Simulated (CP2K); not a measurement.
**GeHClOF (SMILES [O][GeH]([F])[Cl]) at PM6**

Aim: the energy difference between two shapes of GeHClOF at PM6, from 2 runs. 

The results are computed with CP2K 2026.2.

3 further runs of the same task are left out: 3 that didn't finish.

## (1) The system as given

The species is GeHClOF (5 atoms), meant as a doublet with charge 0. As SMILES, `[O][GeH]([F])[Cl]`. Geometry: a GFN2-xTB relaxation, a rough one for these elements and not checked as a minimum.

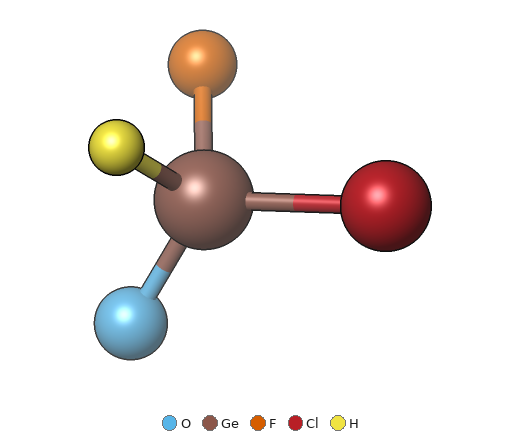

The structure, seen from a chosen angle (oxygen blue, germanium brown, fluorine orange, chlorine red, hydrogen yellow).

## (2) Energy and gradient at PM6

The input, molecule.xyz:

```xyz
5

O     -0.521170     0.002650     1.675770
Ge    -0.073710     0.010220     0.128910
F      0.132910     1.582450    -0.623460
Cl    -0.951950    -1.207300    -1.334760
H      1.413920    -0.388030     0.153530
```

The input, cp2k_ase.py:

```python
import numpy as np
from ase.io import read
from ase.calculators.cp2k import CP2K

atoms = read("molecule.xyz")
atoms.set_cell([10.4, 10.8, 11.0])
atoms.center()
cp2k_input = """
&FORCE_EVAL
  METHOD QUICKSTEP
  &DFT
    MULTIPLICITY 2
    UNRESTRICTED_KOHN_SHAM T
    &QS
      METHOD PM6
      EPS_DEFAULT 1.0E-10
      &SE
        &COULOMB
          CUTOFF [angstrom] 50
          RC_RANGE [angstrom] 0
        &END COULOMB
        &EXCHANGE
          CUTOFF [angstrom] 50
          RC_RANGE [angstrom] 0
        &END EXCHANGE
      &END SE
    &END QS
    &POISSON
      PERIODIC NONE
      POISSON_SOLVER ANALYTIC
    &END POISSON
    &SCF
      SCF_GUESS ATOMIC
      EPS_SCF 1.0E-07
      MAX_SCF 100
      ADDED_MOS 8
      &DIAGONALIZATION
        ALGORITHM STANDARD
      &END DIAGONALIZATION
      &MIXING
        METHOD DIRECT_P_MIXING
        ALPHA 0.4
      &END MIXING
    &END SCF
    &PRINT
      &MOMENTS
        PERIODIC F
        REFERENCE COM
        MAX_MOMENT 1
      &END MOMENTS
      &MO ON
        ENERGIES T
        OCCUPATION_NUMBERS T
        NDIGITS 6
        &EACH
          QS_SCF 0
        &END EACH
        ADD_LAST NUMERIC
      &END MO
      &HIRSHFELD OFF
      &END HIRSHFELD
    &END PRINT
  &END DFT
  &SUBSYS
  &END SUBSYS
&END FORCE_EVAL
"""
cp2k = CP2K(command="cp2k.psmp -s", label="run", inp=cp2k_input, basis_set=None, basis_set_file=None, potential_file=None, pseudo_potential=None, xc=None, cutoff=None, max_scf=None, charge=None, uks=False,
            force_eval_method=None, print_level="LOW", poisson_solver=None, stress_tensor=False)
atoms.calc = cp2k
print("E / eV:", round(atoms.get_potential_energy(), 6))
forces = atoms.get_forces()
print(np.array2string(forces, precision=5, suppress_small=True))
print("largest force / (eV/A): %.4f" % np.linalg.norm(forces, axis=1).max())
```

Launch:

```sh
$ OMP_NUM_THREADS=1 python cp2k_ase.py
```

Log:

```text
E / eV: -1110.240015
[[-0.92049  0.02656  2.61962]
 [ 1.99957  0.51176 -3.09542]
 [-0.51456 -0.44292  0.2384 ]
 [-0.39457  0.00365 -0.12949]
 [-0.16995 -0.09905  0.36689]]
largest force / (eV/A): 3.7205
```

run.out:

```text
CP2K| version string:                                       CP2K version 2026.2
 CP2K| Input file name                                                   run.inp

[... 19 lines left out ...]
 *** WARNING in qs_kind_types.F:2264 :: Information provided in the input ***
[... 8 lines left out ...]
 *** WARNING in qs_kind_types.F:2264 :: Information provided in the input ***
[... 143 lines left out ...]
  Total energy [eV]:                                        -1110.24001508639367
[... 29 lines left out ...]
 SE_DIPOLE| Moment [a.u.]          -0.57418278       0.66823677      -0.44455313
[... 26 lines left out ...]
 dbcsr_finalize                    2533 11.3    0.006    0.006    0.021    0.021
[... 2 lines left out ...]
 -------------------------------------------------------------------------------
```

Wall time 0.99 s (1 thread of Arm Neoverse V1, shared host).

## (3) The distorted shape

The input, molecule.xyz:

```xyz
5

O     -0.533923    -0.011053     1.664837
Ge    -0.077056    -0.027274     0.148383
F      0.146753     1.610733    -0.658708
Cl    -0.917610    -1.223675    -1.369607
H      1.404272    -0.416804     0.138200
```

The input, job.py:

```python
import numpy as np
from ase.io import read
from ase.calculators.cp2k import CP2K

atoms = read("molecule.xyz")
atoms.set_cell([10.3, 10.8, 11.0])
atoms.center()
cp2k_input = """
&FORCE_EVAL
  METHOD Quickstep
  &DFT
    MULTIPLICITY 2
    SPIN_POLARIZED T
    &QS
      METHOD PM6
      EPS_DEFAULT 1.0E-10
      &SE
        &COULOMB
          CUTOFF [angstrom] 50
          RC_RANGE [angstrom] 0
        &END COULOMB
        &EXCHANGE
          CUTOFF [angstrom] 50
          RC_RANGE [angstrom] 0
        &END EXCHANGE
      &END SE
    &END QS
    &POISSON
      PERIODIC NONE
      POISSON_SOLVER ANALYTIC
    &END POISSON
    # SCF settings
    &SCF
      SCF_GUESS ATOMIC
      EPS_SCF 1.0E-07
      MAX_SCF 100
      ADDED_MOS 8
      &DIAGONALIZATION
        ALGORITHM STANDARD
      &END DIAGONALIZATION
      &MIXING
        METHOD DIRECT_P_MIXING
        ALPHA 0.4
      &END MIXING
    &END SCF
    &PRINT
      &MOMENTS
        PERIODIC F
        REFERENCE COM
        MAX_MOMENT 1
      &END MOMENTS
      &MO ON
        ENERGIES T
        OCCUPATION_NUMBERS T
        NDIGITS 6
        &EACH
          QS_SCF 0
        &END EACH
        ADD_LAST NUMERIC
      &END MO
      &HIRSHFELD OFF
      &END HIRSHFELD
    &END PRINT
  &END DFT
  &SUBSYS
  &END SUBSYS
&END FORCE_EVAL
"""
cp2k = CP2K(command="cp2k.psmp -s", label="run", inp=cp2k_input, basis_set=None, basis_set_file=None, potential_file=None, pseudo_potential=None, xc=None, cutoff=None, max_scf=None, charge=None, uks=False,
            force_eval_method=None, print_level="LOW", poisson_solver=None, stress_tensor=False)
atoms.calc = cp2k
print("E / eV:", round(atoms.get_potential_energy(), 6))
forces = atoms.get_forces()
print(np.array2string(forces, precision=5, suppress_small=True))
print("largest force / (eV/A): %.4f" % np.linalg.norm(forces, axis=1).max())
```

Launch:

```sh
$ OMP_NUM_THREADS=1 python job.py
```

Log:

```text
E / eV: -1110.019224
[[-1.14958  0.06552  3.33297]
 [ 2.07994  1.72905 -4.64374]
 [-0.62455 -1.78743  0.9173 ]
 [-0.33956  0.08959 -0.0045 ]
 [ 0.03376 -0.09672  0.39798]]
largest force / (eV/A): 5.3740
```

run.out:

```text
CP2K| version string:                                       CP2K version 2026.2
 CP2K| Input file name                                                   run.inp

[... 19 lines left out ...]
 *** WARNING in qs_kind_types.F:2264 :: Information provided in the input ***
[... 8 lines left out ...]
 *** WARNING in qs_kind_types.F:2264 :: Information provided in the input ***
[... 116 lines left out ...]
  Total energy [eV]:                                        -1110.01922367035468
[... 29 lines left out ...]
 SE_DIPOLE| Moment [a.u.]          -0.56836199       0.82505605      -0.57008148
[... 26 lines left out ...]
 dbcsr_finalize                    1615 11.2    0.004    0.004    0.013    0.013
[... 2 lines left out ...]
 -------------------------------------------------------------------------------
```

It took 0.93 s on 1 thread of Arm Neoverse V1, shared host.

## (4) Summary of results

At PM6:

```
                                           quantity           value
                          first shape: total energy    -40.80057 Eh
                         first shape: dipole moment          2.51 D
    first shape: HOMO energy (highest over α and β)       -11.52 eV
     first shape: LUMO energy (lowest over α and β)        -3.60 eV
                     first shape: heat of formation  -76.7 kcal/mol
                      distorted shape: total energy    -40.79246 Eh
                     distorted shape: dipole moment          2.93 D
distorted shape: HOMO energy (highest over α and β)       -11.58 eV
 distorted shape: LUMO energy (lowest over α and β)        -3.83 eV
                 distorted shape: heat of formation  -71.6 kcal/mol
             energy change with the atoms displaced        0.221 eV
```

**Reading.** With the atoms displaced the energy rises by 0.22 eV (5.1 kcal/mol). The first shape isn't relaxed at this level, so the change isn't measured from a minimum.
